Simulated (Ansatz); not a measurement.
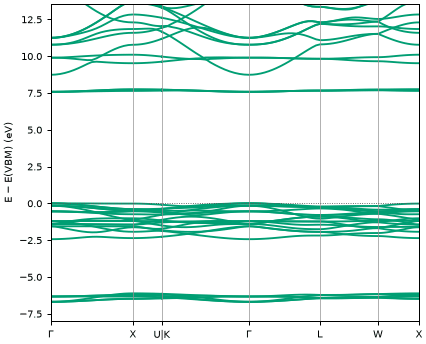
Figure. Band structure from r²SCAN (plane waves, PAW; program Ansatz)

### Question
Read off the gap and where the band edges lie.

### Answer
About 7.6 eV (7.58 eV by a search for the band edges); maximum at Γ, minimum at Γ.

### Question
Pick the material that matches.
A. LiF, zinc blende
B. MgO, rock salt
C. Rb2LiScF6, Fm-3m (Rb on 8c, Li on 4b, Sc on 4a, F on 24e)
D. LiCl, zinc blende

### Answer
C, Rb2LiScF6, Fm-3m (Rb on 8c, Li on 4b, Sc on 4a, F on 24e)

The first step of the workflow began from a Materials Project structure, measured or hypothetical; the Crystallography Open Database copy checked does not list it. Its standing as an ambient phase is unchecked. The cell was relaxed with r²SCAN under the symmetry of its start; its stability against distortions is not shown here. No spin polarisation was allowed. Scalar-relativistic: spin–orbit coupling is off unless named, which matters more the heavier the elements.

Potentials: the later of the program's two PAW sets.
